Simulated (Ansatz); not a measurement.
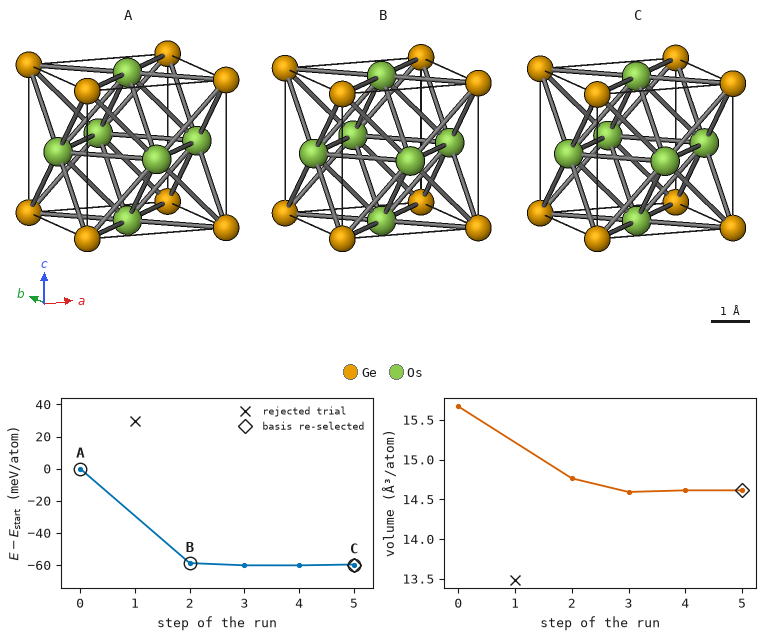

Frames of a relaxation of solid GeOs3 (a generated structure, set up in Pm-3m) (coarse preliminary run), marked on the history of the run. The picture is a ball-and-stick view of the cell of the calculation, seen slightly off an axis.

Level of theory: Ansatz, DFT PBE, scalar-relativistic, plane waves, PAW. Settings: plane-wave cutoff 420 eV; k-point mesh 4 × 4 × 4; occupations gaussian; smearing width 0.1 eV; no spin polarisation; cell and atoms relaxed; force threshold 0.04 eV/Å; at most 70 steps.

Describe the path.

Answer. After 3 accepted moves (5 points after the start) the energy has fallen by 59.6 meV per atom. All forces vanish by symmetry, so only the cell relaxes. The pressure goes from −16.96 to 0.04 GPa. The line search rejected the trial step at point 1 of the run. The SCF was repeated once at an unchanged geometry on a basis and grid sized afresh for the cell, which shifted the energy by 0.5 meV per atom at most. No atom moves by more than 0.005 Å relative to the cell. The drawn cell changes as follows: a = b = c 3.972 → 3.881 Å (−2.3 %); the volume changes by −6.7 %. Near-neighbour distances that change, for instance: Ge–Os 2.809 → 2.744 Å, Os–Os 2.809 → 2.744 Å. The space group stays Pm-3m (No. 221). From step 0 to 2: volume −5.8 %, energy −58.7 meV per atom. From step 2 to 5: volume −1.0 %, energy −0.9 meV per atom.

Limits of the set-up: the k-point mesh is coarse for a cell with partly filled bands.
